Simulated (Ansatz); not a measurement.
Stretching the Se1–H2 bond in hydrogen selenide (SMILES [SeH2]) (multiplicity 1 held, fragments rigid). Energies count from the point at 1.470 Å.
Geometry at that point (charge 0, multiplicity 1):
```xyz
3

Se     0.00007     0.05706     0.00249
H     -1.05251    -0.96889    -0.03820
H      1.05017    -0.97107    -0.04639
```

Unrestricted levels (U-) break spin symmetry where that is lower. Active spaces are followed from a long bond inwards. Levels need not reach the same state.

Correlated levels freeze the cores. Filled d and f shells under p-block atoms count as core.

Programs: Ansatz (Gaussian basis) for Hartree–Fock, density functionals and correlated methods. 

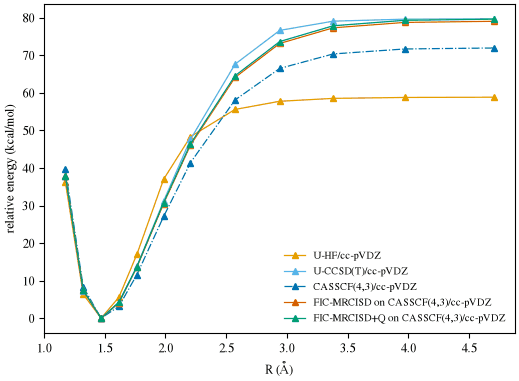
*Relative energy along the coordinate*

### Question
Read off the U-HF/cc-pVDZ curve at R = 1.985.

### Answer
about 37 kcal/mol

Doubts at one or more of the structures used: a spin-contaminated determinant (U-HF/cc-pVDZ, U-CCSD(T)/cc-pVDZ); T1 above 0.05 (U-CCSD(T)/cc-pVDZ); active orbitals that take no part (CASSCF(4,3)/cc-pVDZ, FIC-MRCISD on CASSCF(4,3)/cc-pVDZ, FIC-MRCISD+Q on CASSCF(4,3)/cc-pVDZ).

Ansatz is a program for electronic structure.
